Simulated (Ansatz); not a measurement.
Electronic density of states of amorphous Si26O46, density 2.19 g/cm³, on a 2×2×2 Γ-centred mesh with a Gaussian width of 0.1 eV; energies count from the Fermi level, whose place inside the gap is arbitrary. Cell and mesh are small, so fine structure isn't converged. Computed with PBE (plane waves to 420 eV, PAW; Ansatz, a program for electronic structure). Sampling: a 2×2×2 Γ-centred mesh; Fermi-Dirac width 0.02 eV; no spin polarisation. The usual formal charges leave 12 electrons over, so the level spacing at the Fermi energy parts defect or band states and needn't be the band gap. At PBE the levels at both edges of the gap are localised (band-tail or defect states), and the nearest spread-out levels lie 4.6 eV apart at the zone centre.

It comes from a melt-quench run on a machine-learned potential (CHGNet), relaxed afterwards by DFT. O atoms were pushed apart under 1.9 Å during the dynamics, to hinder bonds among them. It is a model cell: composition and starting density were chosen by hand, and all elements were melted together. No dispersion term was used. Its density started from a set value of 2.19 and ended at 2.19 g/cm³. The quench (nominally 1200 K/ps over its main leg) was far faster than any real one, so the model tends to hold more defects than a real film. Values belong to this one cell and scatter from quench to quench. The volume was held where the preparation left it, at a PBE pressure of 1.2 GPa. Stress components on the final sampling reach 3.3 GPa.

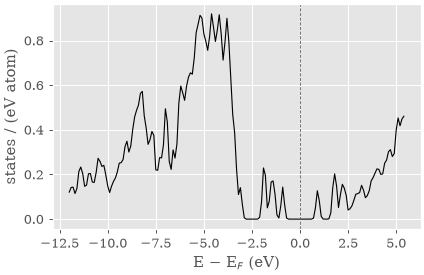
Fig. 1. Density of states per atom

The level spacing at the Fermi energy on this mesh is 1.76 eV; the broadening fills part of it in the curve.
